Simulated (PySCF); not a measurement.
Vertical excitations of a molecule C3H9FSi from TDDFT-PBE/def2-SVPD (PySCF), as energy in eV (oscillator strength): 7.10 (0.051), 7.10 (0.051), 8.06 (0.005), 8.06 (0.005), 8.09 (0.000), 8.12 (0.043), 8.12 (0.043), 8.22 (0.008), 8.75 (0.006), 8.75 (0.006). Lowest triplet (TDA): 6.98 eV. Geometry optimised at PBE0-D3(BJ)/def2-SVP. The values are those of a single conformer.

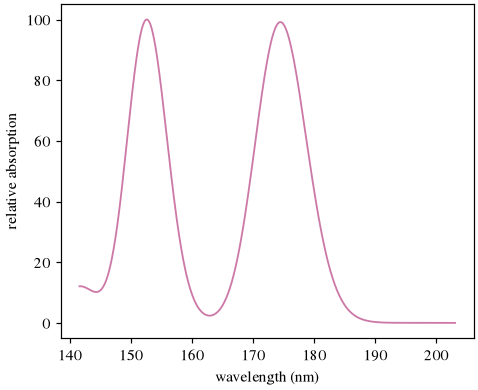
*The lines broadened by 0.4 eV.*

Task: Which molecule gave these data?
A) C[Si](C)(C)F
B) CC(C)[SiH2]F
C) C[SiH2][C@@H](C)F
D) CCC[SiH2]F

Result: A, C[Si](C)(C)F
